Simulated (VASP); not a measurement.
Band structure of HfS₂ (space group P-3m1). Calculation: PBE GGA, VASP's PBE PAW potentials (set 64) (plane waves; VASP).

The path is coarsely sampled, so an indirect gap can come out somewhat too large. Unless said otherwise, spin-orbit coupling is left out, though it shifts the bands of the heavy elements here.

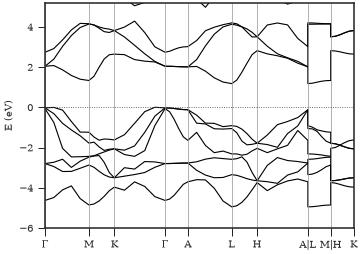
Fig. 1. Bands along high-symmetry lines, zero at the valence-band maximum or, without a gap, the Fermi level

Q: Read the plot: is there a gap, and where are the band edges?

A: The gap is indirect, 1.18 eV, from the valence maximum at K-Γ at 0.80 to the conduction minimum at L.

The structure comes from a computed database's HfS2 entry; how it stands against other phases isn't given here. The cell was not relaxed at this level.
